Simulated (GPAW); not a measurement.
**Two attempts at SiH3SeF (SMILES F[SiH2][SeH])**

Wanted: energy and one-electron properties of SiH3SeF, PBE/real-space grid (scalar-relativistic datasets).

Program for the calculation: GPAW 26.7.0.

1 further run of the same task is left out (set aside as unsound or not needed).

## (1) The structure to begin with

The species is SiH3SeF (6 atoms), meant as a singlet with charge 0. SMILES: `F[SiH2][SeH]`. The shape is that of a PBE0-D4/def2-TZVP optimisation. This is one conformer, not always the lowest.

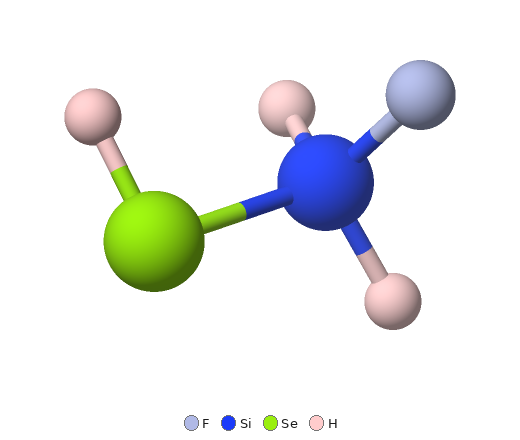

The structure, seen from a chosen angle (fluorine light blue, silicon blue, selenium green, hydrogen pink).

## (2) First attempt

calc.py reads:

```python
import numpy as np
from ase import Atoms
from ase.units import Debye
from gpaw import GPAW

system = Atoms('FSiSeHHH',
    positions=[[ -1.787400,   0.175300,  -0.076900],
               [ -0.253500,   0.043600,  -0.504100],
               [  1.151300,   0.690300,   1.141300],
               [ -0.242275,  -0.027315,  -0.521720],
               [ -0.010800,   0.965800,  -1.634200],
               [  0.971300,  -0.564300,   1.884000]])
system.center(vacuum=4.5)

dft = GPAW(mode='fd', h=0.2, xc='PBE', maxiter=99, txt='-')
system.calc = dft

energy = system.get_potential_energy()
print(f'Energy = {energy:.5f} eV')
forces = system.get_forces()
print('Forces (eV/Ang)')
for symbol, f in zip(system.symbols, forces):
    print(f'{symbol:2} {f[0]:9.4f} {f[1]:9.4f} {f[2]:9.4f}')
dipole = system.get_dipole_moment() / Debye
print(f'Dipole = {np.linalg.norm(dipole):.3f} D')
homo, lumo = dft.get_homo_lumo()
print(f'HOMO                    {homo:.3f} eV')
print(f'LUMO: {lumo:.3f} eV')
print(f'Gap = {lumo - homo:.3f} eV')
```

On the command line:

```console
$ python calc.py > calc.log
```

The program printed:

```text
[...]
Number of symmetries: 1
[...]
  Number of IBZ points: 1
[...]
Spin-components: 1 (collinear spins)
Bands:           15
[...]
  Valence electrons: 20.0
[...]
  Grid points: [60 52 64]
  Charge: 0.0  # |e|
[...]
    cutoffs:
[...]
occupation numbers:
  # Zero width
[...]
xc functional:
  name: PBE with 2 nearest neighbor stencil
[...]
|iter     |     time |      energy | eigst |  dens |
[...]
|iter:   1| 00:00:02 |   91.944178 | +1.32 |       |
[...]
|iter:  15| 00:00:15 |   96.577148c| -7.46c| -5.29c|
Converged in 15 steps
[...]
Energy contributions relative to reference atoms: (reference = -76741.427653)
Energy contributions:
  Kinetic:         238.180549
  Coulomb:        -123.608154
  Zero:             22.902774
  External:          0.000000
  Xc:              -40.898020
  Entropy:           0.000000
  Spinorbit:         0.000000
  ----------------------------
  Free energy:      96.577148
  Extrapolated:     96.577148
dipole moment: (0.104134, -0.333231, -0.122577)  # |e|*Ang
Fermi level: -4.093
Eigenvalues  # (at kpt = [0.000, 0.000, 0.000])
| band index |      eig [eV] | occ [0-2] |
|------------|---------------|-----------|
|          0 |       -30.005 |     2.000 |
|        ... |               |           |
|          2 |       -15.227 |     2.000 |
|          3 |       -11.464 |     2.000 |
|          4 |       -10.894 |     2.000 |
|          5 |       -10.856 |     2.000 |
|          6 |        -9.683 |     2.000 |
|          7 |        -8.283 |     2.000 |
|          8 |        -6.569 |     2.000 |
|          9 |        -6.169 |     2.000 |
|         10 |        -2.017 |     0.000 |
|         11 |        -1.200 |     0.000 |
[...]
Gap: 4.152 eV
Transition (v -> c):
[...]
Forces (eV/Ang)
F    -2.6506    0.5334    0.5151
Si   -9.5792   60.3736   14.8092
Se    0.9427    1.3273    0.4859
H    10.5190  -63.0707  -14.7785
H     0.2536    1.5448   -0.5183
H    -0.2056   -0.3621    0.0067
Dipole = 1.777 D
HOMO                    -6.169 eV
LUMO: -2.017 eV
Gap = 4.152 eV
```

Run time: 16 s. Hardware: 1 thread of Arm Neoverse V2, shared host; peak memory 0.54 GiB.

## (3) Reading the log

The run finished; that doesn't make the result usable.

Cause: two atoms lie on top of or far too near each other. As the program read them, the closest atoms are 0.07 Å apart, against 1.47 Å in the sound input.

## (4) Second attempt

mol.py reads:

```python
import numpy as np
from ase.io.zmatrix import parse_zmatrix
from ase.units import Debye
from gpaw import GPAW

atoms = parse_zmatrix("""
F
Si 1 1.597715
Se 2 2.258102 1 112.26111
H 2 1.478567 1 106.77233 3 121.51979
H 2 1.478676 4 113.02731 1 -118.71791
H 3 1.469022 2 92.72703 4 -41.75129
""")
atoms.center(vacuum=4.5)

dft = GPAW(mode="fd", xc="PBE", h=0.2, maxiter=100, txt="-")
atoms.calc = dft

energy = atoms.get_potential_energy()
print(f"Energy                  {energy:.5f} eV")
forces = atoms.get_forces()
print("Forces (eV/Ang)")
for symbol, f in zip(atoms.symbols, forces):
    print(f'{symbol:2} {f[0]:9.4f} {f[1]:9.4f} {f[2]:9.4f}')
dipole = atoms.get_dipole_moment() / Debye
print(f"Dipole: {np.linalg.norm(dipole):.3f} D")
homo, lumo = dft.get_homo_lumo()
print(f"HOMO                    {homo:.3f} eV")
print(f"LUMO = {lumo:.3f} eV")
print(f"Gap                     {lumo - homo:.3f} eV")
```

On the command line:

```console
$ python3 -u mol.py | tee mol.out
```

The program printed:

```text
[...]
Number of symmetries: 1
[...]
  Number of IBZ points: 1
[...]
Spin-components: 1 (collinear spins)
Bands:           15
[...]
  Valence electrons: 20.0
[...]
  Grid points: [56 60 60]
  Charge: 0.0  # |e|
[...]
    cutoffs:
[...]
occupation numbers:
  # Zero width
[...]
xc functional:
  name: PBE with 2 nearest neighbor stencil
[...]
|iter     |     time |      energy | eigst |  dens |
[...]
|iter:   1| 00:00:02 |  -26.175155 | +0.97 |       |
[...]
|iter:  14| 00:00:14 |  -24.977540c| -7.78c| -6.09c|
Converged in 14 steps
[...]
Energy contributions relative to reference atoms: (reference = -76741.427653)
Energy contributions:
  Kinetic:          34.345709
  Coulomb:         -36.247694
  Zero:              0.330161
  External:          0.000000
  Xc:              -23.405717
  Entropy:           0.000000
  Spinorbit:         0.000000
  ----------------------------
  Free energy:     -24.977540
  Extrapolated:    -24.977540
dipole moment: (0.197638, -0.036900, 0.099137)  # |e|*Ang
Fermi level: -3.857
Eigenvalues  # (at kpt = [0.000, 0.000, 0.000])
| band index |      eig [eV] | occ [0-2] |
|------------|---------------|-----------|
|          0 |       -29.790 |     2.000 |
|        ... |               |           |
|          2 |       -13.728 |     2.000 |
|          3 |       -11.176 |     2.000 |
|          4 |       -10.949 |     2.000 |
|          5 |       -10.701 |     2.000 |
|          6 |        -9.822 |     2.000 |
|          7 |        -8.432 |     2.000 |
|          8 |        -7.927 |     2.000 |
|          9 |        -6.384 |     2.000 |
|         10 |        -1.329 |     0.000 |
|         11 |        -0.904 |     0.000 |
[...]
Gap: 5.054 eV
Transition (v -> c):
[...]
Forces (eV/Ang)
F    -1.0744    0.3039   -0.1504
Si    0.8250   -0.0315    0.0615
Se    0.1724    0.2217   -0.3342
H     0.0364   -0.1062    0.1483
H     0.0793   -0.0741   -0.1712
H    -0.0662    0.0140    0.2888
Dipole: 1.077 D
HOMO                    -6.384 eV
LUMO = -1.329 eV
Gap                     5.054 eV
```

It took 14 s on 1 thread of Arm Neoverse V2, shared host; peak memory 0.54 GiB.

## (5) What came out

Level: PBE/real-space grid (scalar-relativistic datasets).

| quantity | value |
| --- | --- |
| energy as printed (from the program's reference atoms) | -24.9775 eV |
| dipole moment | 1.08 D |
| HOMO energy | -6.38 eV |
| LUMO energy | -1.33 eV |
| HOMO–LUMO gap | 5.05 eV |

The first attempt's energy was +121.555 eV off this one.
